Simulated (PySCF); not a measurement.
# C2H9N2Si, doublet, SMILES `C[N][SiH2]NC`: electronic structure

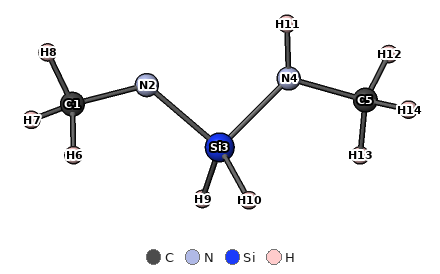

The molecule, with its atoms numbered as below. No frequency check shows the geometry to be a minimum.

Cartesian coordinates (Å):

```
C1      -2.6928    0.2054   -0.0036
N2      -1.3281    0.4916   -0.0107
Si3     -0.0300   -0.5890    0.0138
N4       1.2780    0.5361   -0.0521
C5       2.6488    0.1381   -0.0044
H6      -2.9622   -0.6381    0.6452
H7      -3.0235   -0.0614   -1.0170
H8      -3.2554    1.0941    0.3012
H9       0.1226   -1.4752   -1.1526
H10     -0.0155   -1.4646    1.2066
H11      1.1162    1.4647    0.3037
H12      3.2885    0.8904   -0.4719
H13      2.7597   -0.8012   -0.5430
H14      3.0042   -0.0191    1.0227
```

## 1. Bonding charge

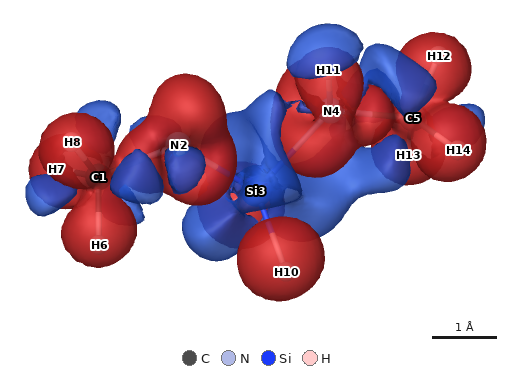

Deformation density (molecule less spherical, spin-averaged free atoms at the same positions), surfaces at ±0.06 e/Å³; red: gain, blue: loss.

PySCF calculation, TPSSh/6-311+G**, gas phase; geometry: GFN2-xTB. The stability of the open-shell solution wasn't checked. GFN2-xTB doesn't know the spin state, so this open-shell geometry is rough.

**How much density has each bond gained at its critical point, relative to the free atoms?**

The five largest and four smallest: N4–H11: +0.80 e/Å³ at the bond critical point (bond length 1.01 Å). C1–H8: +0.71 e/Å³ at the bond critical point (bond length 1.09 Å). C5–H13: +0.70 e/Å³ at the bond critical point (bond length 1.09 Å). C5–H12: +0.70 e/Å³ at the bond critical point (bond length 1.09 Å). C5–H14: +0.68 e/Å³ at the bond critical point (bond length 1.10 Å). Si3–H9: +0.19 e/Å³ at the bond critical point (bond length 1.47 Å). Si3–H10: +0.19 e/Å³ at the bond critical point (bond length 1.48 Å). N2–Si3: +0.15 e/Å³ at the bond critical point (bond length 1.69 Å). Si3–N4: +0.12 e/Å³ at the bond critical point (bond length 1.73 Å). In all, 3.2 electrons gather in the regions of gain relative to the promolecule. A small or negative value marks a very polar bond, one between electron-rich atoms, whose free-atom densities already overlap strongly, a long bond to a heavier atom, or a closed-shell contact such as a hydrogen bond.

**Where do the Hirshfeld charges lie?**

The highest Hirshfeld charge is on Si3 (+0.38 e), the lowest on N4 (−0.24 e).

## 2. Bond critical points

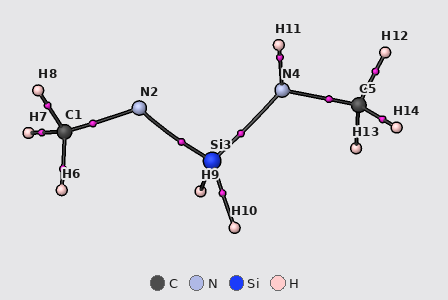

Molecular graph of the electron density (QTAIM): bond paths, bond critical points (magenta), ring points (cyan, if any); weak paths are dashed.

**How many critical points of each kind are there, and does the count close?**

14 nuclei, 13 bond, 0 ring and 0 cage critical points: 14 − 13 + 0 − 0 = 1, as the Poincaré–Hopf relation requires.

**What does the calculation give at each kind of bond critical point?**

| bond | length (Å) | ρ (a.u.) | ∇²ρ (a.u.) | ε | H (a.u.) |
| --- | --- | --- | --- | --- | --- |
| N4–H11 | 1.007 | 0.338 | −1.53 | 0.05 | −0.443 |
| C1–N2 | 1.394 | 0.295 | −0.82 | 0.01 | −0.386 |
| C5–H13 | 1.088 | 0.281 | −0.96 | 0.03 | −0.282 |
| C1–H8 | 1.095 | 0.279 | −0.95 | 0.03 | −0.276 |
| C5–H12 | 1.093 | 0.278 | −0.94 | 0.03 | −0.277 |
| N4–C5 | 1.428 | 0.276 | −0.76 | 0.04 | −0.328 |
| C5–H14 | 1.098 | 0.275 | −0.92 | 0.03 | −0.271 |
| C1–H6 | 1.098 | 0.273 | −0.91 | 0.03 | −0.269 |
| C1–H7 | 1.099 | 0.268 | −0.88 | 0.02 | −0.263 |
| N2–Si3 | 1.689 | 0.139 | +0.74 | 0.03 | −0.061 |
| Si3–N4 | 1.727 | 0.129 | +0.64 | 0.19 | −0.056 |
| Si3–H9 | 1.473 | 0.121 | +0.26 | 0.02 | −0.073 |
| Si3–H10 | 1.480 | 0.119 | +0.25 | 0.01 | −0.072 |

**What kind of interaction is C1–H7?**

Shared-shell (covalent): ρ = 0.268, ∇²ρ = −0.88, H = −0.263 a.u.

## 3. Local ionisation energy

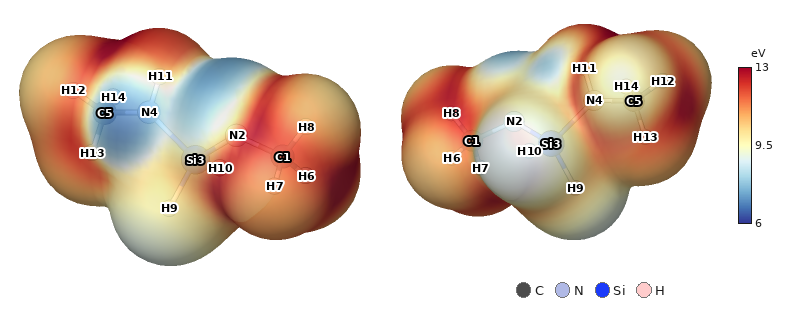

Average local ionisation energy on the surface of electron density 0.001 a.u. (back view left, front view right).

**Where are the most loosely bound electrons on this surface?**

The lowest value is 6.7 eV, off the N4–H11 bond (2.1 to 2.3 Å from its atoms). Further minima include 7.3 eV, 2.0 Å from N2; 8.3 eV, 1.7 Å from H11; 8.6 eV, 1.5 Å from H10. For comparison, the highest occupied orbital lies at −5.7 eV.

**What volume does the surface enclose, and what is the dipole moment?**

About 135 Å³; the dipole moment is 0.8 D.

## 4. Spin density

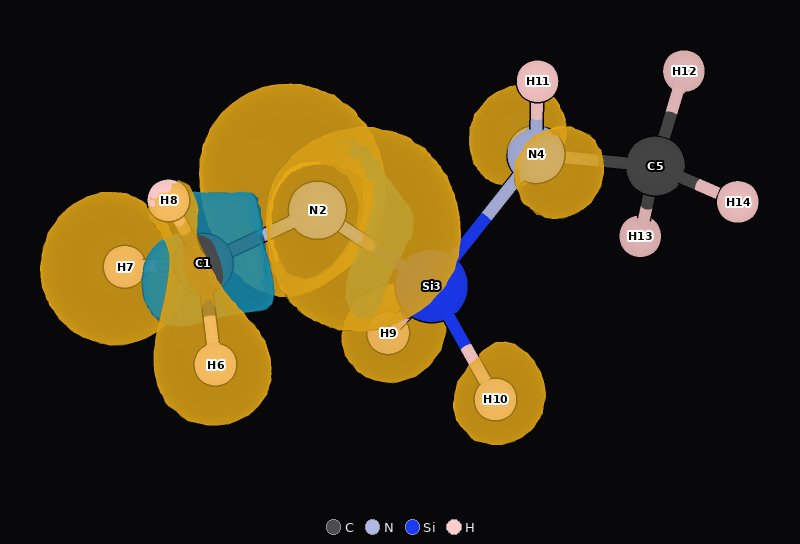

Spin density ρα − ρβ at ±0.01 e/Å³ (yellow: excess α, teal: excess β).

**Where is the unpaired spin?**

Hirshfeld spin populations: N2 +0.70, Si3 +0.07, H7 +0.06 and C1 +0.06. ⟨S²⟩ = 0.75, as for a pure state. The picture also shows regions of β spin from spin polarisation; the Hirshfeld sums, whose atoms overlap, net them against the α spin of neighbours.

## 5. In an electric field

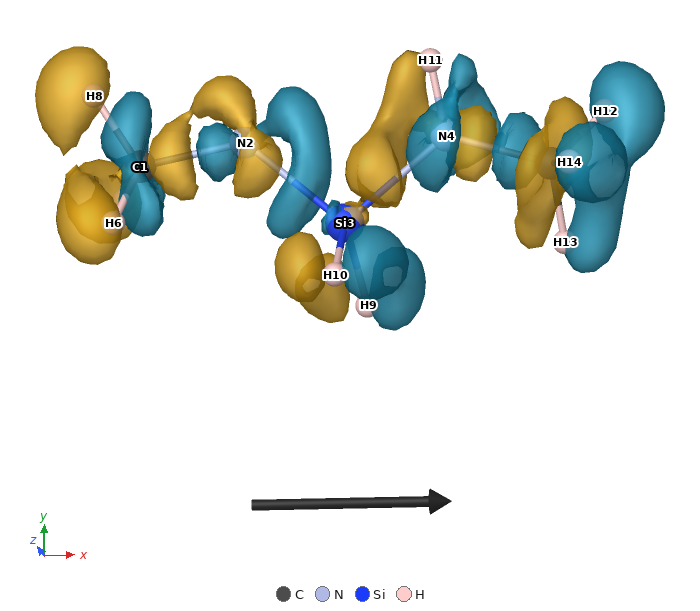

Change of the electron density in a uniform field of 0.26 V/Å along +x (arrow), surfaces at ±0.003 e/Å³ (yellow: gain, teal: loss).

Level of theory: M06-2X/def2-SVP (PySCF), at a geometry from GFN2-xTB. A basis without diffuse functions makes polarisabilities too small. The stability of the open-shell solution wasn't checked. GFN2-xTB doesn't know the spin state, so this open-shell geometry is rough.

The field was applied in both directions; the picture shows the one opposite to the script's first.

**How large is the response?**

The induced dipole is 0.95 D (along the field); α along this axis, from the fields in both directions, is 74 bohr³ (11.0 Å³).
